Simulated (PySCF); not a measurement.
## NMR shielding calculation of PH3

System: PH3, SMILES P.
Method: GIAO OLYP/def2-SVP NMR shielding, non-relativistic, gas phase (PySCF 2.14.0).

The geometry comes from this level: GFN2-xTB. Figures and captions count atoms from 1; the log counts them from 0 in places.

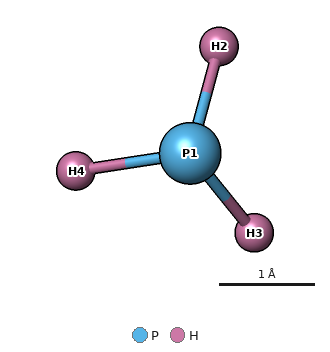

The structure as given in the input (ball-and-stick view, seen on its broad side; atoms are numbered from 1 in the order of the input). Bond lengths as drawn: H–P 1.39 Å.

Key numbers

| quantity | value |
| --- | --- |
| outcome | converged |
| total energy | −343.030741 hartree |
| HOMO | −6.42 eV |
| LUMO | 0.62 eV |
| dipole moment | 0.88 D |
| isotropic shielding, P | 639.5 ppm |
| isotropic shielding, H | 30.6 ppm |
| hardware | 1 CPU thread, shared host |
| peak memory | 0.3 GiB |

The input
```
{"job": {"kind": "nmr", "xc": "OLYP", "basis": "def2-SVP", "pop": false}, "charge": 0, "multiplicity": 1}
P     -0.001477     0.003466     0.570380
H     -0.558658     1.008622    -0.205648
H      1.158342    -0.016325    -0.189555
H     -0.587973    -0.990990    -0.198030
```

The first line tells a small driver script what to run in PySCF; the rest is the geometry in Å.

Launched with:
```bash
OMP_NUM_THREADS=1 python <driver script> task.json out
```

Output
```
coarse grid: 3488 points
cycle   1  E = -342.9787233371  dE = -1.250e-01  |g| = 1.091e-01  |ddm| = 1.579e+00
cycle   2  E = -342.9805851759  dE = -1.862e-03  |g| = 9.848e-02  |ddm| = 6.227e-01
cycle   3  E = -342.9840892970  dE = -3.504e-03  |g| = 1.231e-02  |ddm| = 2.658e-01
cycle   4  E = -342.9841359415  dE = -4.664e-05  |g| = 4.011e-03  |ddm| = 1.974e-02
cycle   5  E = -342.9841426129  dE = -6.671e-06  |g| = 6.866e-05  |ddm| = 6.134e-03
final grid: 28048 points
cycle   6  E = -343.0307378171  dE = -1.025e-05  |g| = 2.773e-03  |ddm| = 2.403e-02
cycle   7  E = -343.0307373950  dE =  4.221e-07  |g| = 3.003e-03  |ddm| = 1.238e-02
cycle   8  E = -343.0307405744  dE = -3.179e-06  |g| = 1.334e-04  |ddm| = 6.414e-03
cycle   9  E = -343.0307405814  dE = -6.940e-09  |g| = 1.927e-05  |ddm| = 1.858e-04
cycle  10  E = -343.0307405815  dE = -1.527e-10  |g| = 5.057e-07  |ddm| = 2.361e-05
```

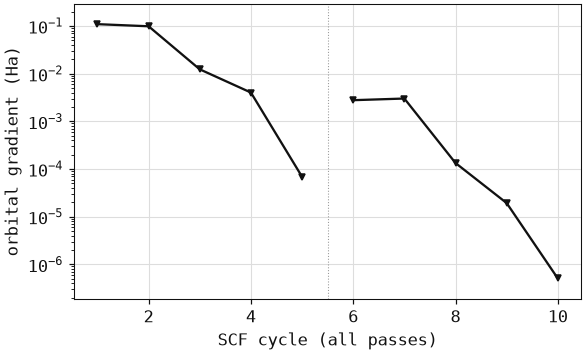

Convergence of the self-consistent field: orbital gradient against the SCF cycle. The dotted line marks the change from a coarse to the final integration grid. The first 5 cycles use a coarse grid, the final grid takes over at cycle 6, and the field converges after 10 cycles in all.

```
converged SCF energy = -343.0307405815

GIAO shielding tensors (ppm)
atom      isotropic    diamagn.    paramagn.     s11        s22        s33       span
  0 P      639.521     964.296    -324.774    595.967    661.279    661.319     65.352
  1 H       30.560      30.184       0.376     26.288     27.418     37.974     11.685
  2 H       30.560      30.182       0.377     26.288     27.418     37.973     11.685
  3 H       30.558      30.181       0.376     26.286     27.416     37.971     11.685
```
